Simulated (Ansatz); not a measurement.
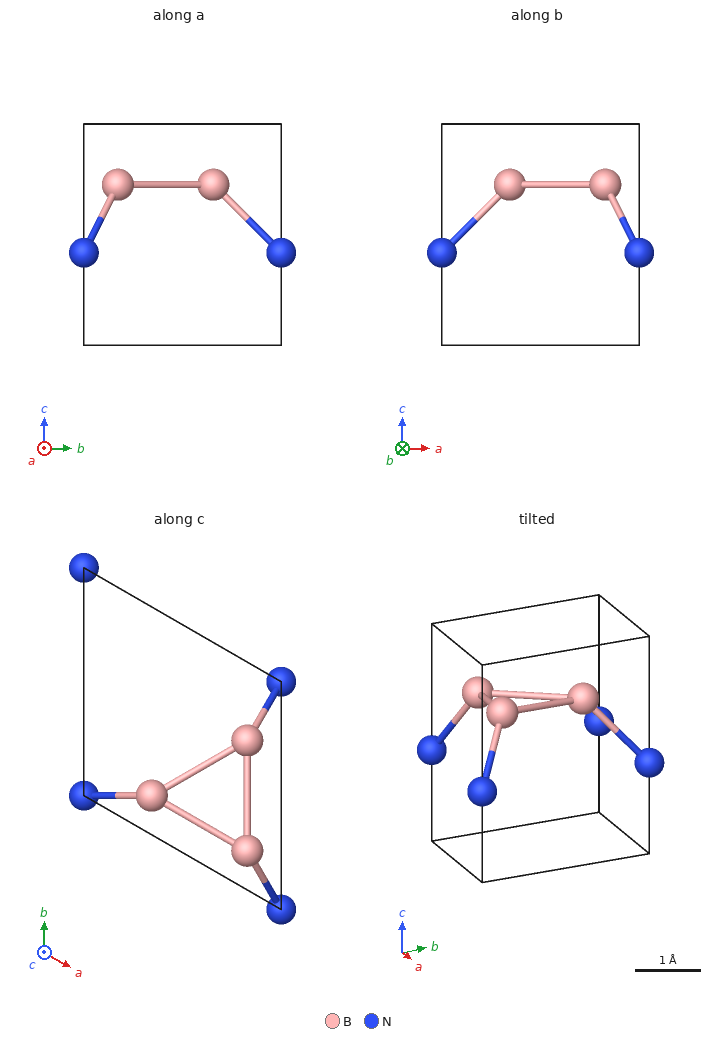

A ball-and-stick rendering, viewed along the a axis, along the b axis, along the c axis and slightly off an axis. Lines trace the edges of the conventional unit cell.

Lattice parameters: a = 3.551 Å, b = 3.551 Å, c = 3.450 Å, α = 90.00°, β = 90.00°, γ = 120.00°. Put a along x and b in the xy plane.

Question: Set out the cell and atoms as a POSCAR file, with free fractional coordinates to two decimals.

Answer:
```
B N
1.0
     3.551    0.000    0.000
    -1.776    3.076    0.000
     0.000    0.000    3.450
B N
3 1
Direct
  0.83 0.17 0.73
  0.34 0.17 0.73
  0.83 0.66 0.73
  0.00 0.00 0.42
```

Its origin is a random cell made by a generator, so it need not be a real form of the compound. Earlier steps of the study may have refined or changed the cell and positions. It was set up as input for a calculation with Ansatz.
